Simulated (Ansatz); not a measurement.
**Si (diamond structure), cut as [110] fin, 0.55 nm along [001] by 0.77 nm along [1-10], dimers on {100} faces, F-ended**

All values below come from PBE (plane waves to 420 eV, PAW; Ansatz, an electronic-structure program).

k-points: Γ-centred 1×1×4 mesh; occupations: Fermi-Dirac, 0.020 eV; spin polarisation not allowed. Spin-orbit coupling is left out.

 The relaxation kept the symmetry of its start, so a lower minimum of less symmetry isn't excluded. The period along the axis is held at the bulk value.

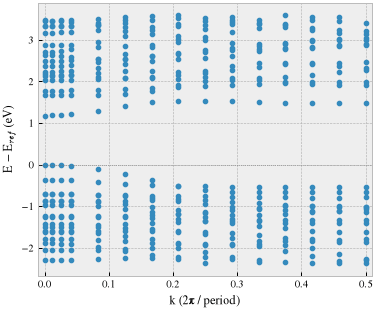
Figure: Levels along the axis at 15 k-points, drawn as points, zero at the top of the valence band

Electronic character: not metallic; Kohn-Sham band gap: 1.18 eV. Only levels within the plotted window are shown.
